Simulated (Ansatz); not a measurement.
**GeF2 (SMILES [F][Ge][F]): methods side by side**

GeF2 has 3 atoms, charge 0, and is taken as a singlet. As SMILES, `[F][Ge][F]`. Geometry: a GFN2-xTB relaxation, a rough one for these elements and not checked as a minimum.

| atom | x (Å) | y (Å) | z (Å) |
| --- | --- | --- | --- |
| Ge | 0.0045 | -0.0079 | -0.8123 |
| F | 1.3208 | -0.0187 | 0.4151 |
| F | -1.3253 | 0.0267 | 0.3972 |

Each level gives the electronic atomisation energy (eV). The values are calculated. Electronic energies at fixed atoms, without zero-point motion or spin-orbit coupling.

```json
{"level": "HF/STO-3G", "kind": "Hartree–Fock", "program": "Ansatz", "value (eV)": "5.40", "less FCI/STO-3G": "-2.52", "CPU time (all runs)": "0.31 s"}
{"level": "BLYP/STO-3G", "kind": "GGA", "program": "Ansatz", "value (eV)": "11.93", "less FCI/STO-3G": "+4.01", "CPU time (all runs)": "7.7 s"}
{"level": "PBE/STO-3G", "kind": "GGA", "program": "Ansatz", "value (eV)": "11.98", "less FCI/STO-3G": "+4.06", "CPU time (all runs)": "7.3 s"}
{"level": "B3LYP/STO-3G", "kind": "global hybrid", "program": "Ansatz", "value (eV)": "10.97", "less FCI/STO-3G": "+3.05", "CPU time (all runs)": "5.6 s"}
{"level": "CAM-B3LYP/STO-3G", "kind": "range-separated hybrid", "program": "Ansatz", "value (eV)": "10.71", "less FCI/STO-3G": "+2.79", "CPU time (all runs)": "5.1 s"}
{"level": "wB97M-V/STO-3G", "kind": "range-separated hybrid", "program": "Ansatz", "value (eV)": "10.97", "less FCI/STO-3G": "+3.05", "CPU time (all runs)": "42 s"}
{"level": "B2PLYP/STO-3G", "kind": "double hybrid", "program": "Ansatz", "value (eV)": "9.72", "less FCI/STO-3G": "+1.80", "CPU time (all runs)": "3.3 s"}
{"level": "MP2/STO-3G", "kind": "perturbation theory", "program": "Ansatz", "value (eV)": "7.30", "less FCI/STO-3G": "-0.62", "CPU time (all runs)": "0.45 s"}
{"level": "CCSD(T)/STO-3G", "kind": "coupled cluster or CI", "program": "Ansatz", "value (eV)": "7.86", "less FCI/STO-3G": "-0.06", "CPU time (all runs)": "0.59 s"}
{"level": "FCI/STO-3G", "kind": "exact in the basis", "program": "Ansatz", "value (eV)": "7.92", "less FCI/STO-3G": "0.00", "CPU time (all runs)": "1.7 s"}
```

FCI/STO-3G is exact within its basis and frozen core, so for wave-function methods in that basis the difference is their error; functionals converge differently with the basis, so for them it is only a difference. All-electron rows without a relativistic Hamiltonian named are non-relativistic. The values span 5.40 to 11.98 eV. Spin contamination of the reference (⟨S²⟩ at least 0.1 too high) touches BLYP/STO-3G, PBE/STO-3G, B3LYP/STO-3G, CAM-B3LYP/STO-3G, wB97M-V/STO-3G. All rows use very small basis sets, so none should be taken for the real molecule's value. In the correlated wave-function rows the outer d shell of Ge is correlated, in sets not made for it. In so small a basis fixed costs decide the times, and correlated methods can beat functionals. Times are those of the runs behind each value, whatever else they computed, on shared processors of several kinds: orders of magnitude only.

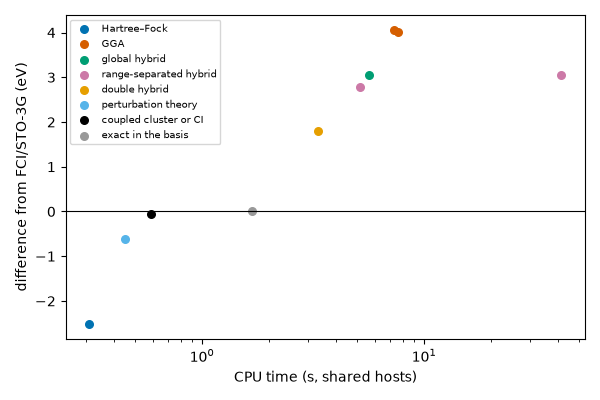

Difference from FCI/STO-3G against processor time, one point a level.
